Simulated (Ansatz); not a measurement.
Input

```
crystal:
  periodic: [false, false, false]
  atoms:
    - {symbol: O, position_ang: [1.086232, -0.012310, 1.003942]}
    - {symbol: Al, position_ang: [-0.253516, -0.965100, 0.296540]}
    - {symbol: O, position_ang: [1.580256, 1.111585, 0.225894]}
    - {symbol: H, position_ang: [-0.285478, 0.056855, -1.125303]}
    - {symbol: H, position_ang: [0.986980, 1.035441, -0.552361]}
basis:
  gaussian: {orbitals: "def2-TZVPPD.json"}
total_charge: -1
hamiltonian: {xc: pbe0, dispersion: d4}
output: {orbitals: {seedname: orbitals}}
```

Launched as:

```sh
ansatz run in.yaml --threads 2 --pin off --events-out ev --progress --plain --max-ram 4352MiB
```

Geometry: PBE0-D4/def2-TZVPD.

Method: RKS PBE0-D4/def2-TZVPPD in Ansatz.

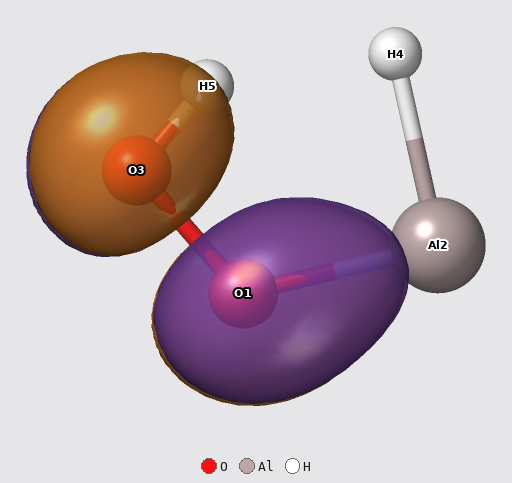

AlH₂O₂ (charge −1). The HOMO−1 at ±0.1 Å⁻³ᐟ² (orange and purple are the two phases), seen across its widest extent.

**What is the character of this orbital?**

It lies mainly on O1 (about 45 %) and O3 (about 45 %); it changes sign across the molecular plane (π type); π-antibonding (a node) across O1–O3. Its energy is −2.03 eV.
